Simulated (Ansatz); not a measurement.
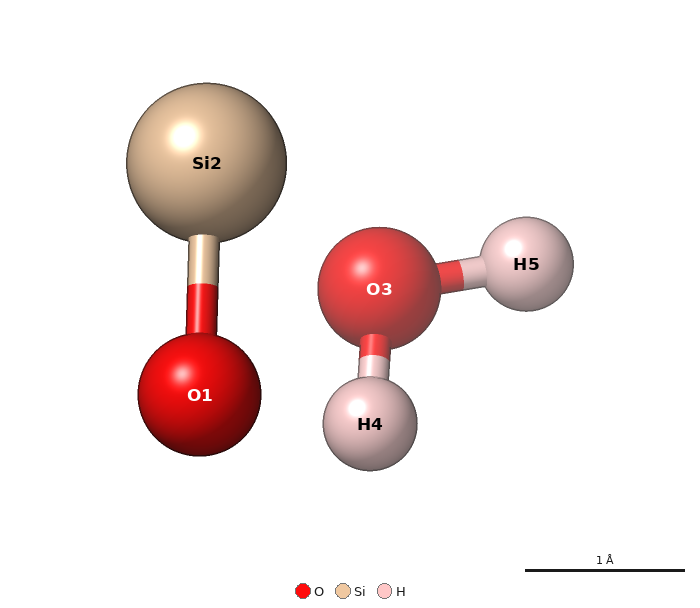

Orthographic view. Atoms fade into the background with distance from the viewer. The geometry was computed by an optimisation with PBE0-D4/def2-TZVP. No frequency run is at hand to confirm it as a minimum.

List all interatomic distances (Å) as a matrix.

```
atom    O1   Si2    O3    H4    H5
  O1  0.00                        
 Si2  1.52  0.00                  
  O3  2.73  2.38  0.00            
  H4  2.22  2.46  0.97  0.00      
  H5  3.41  3.03  0.96  1.56  0.00
```
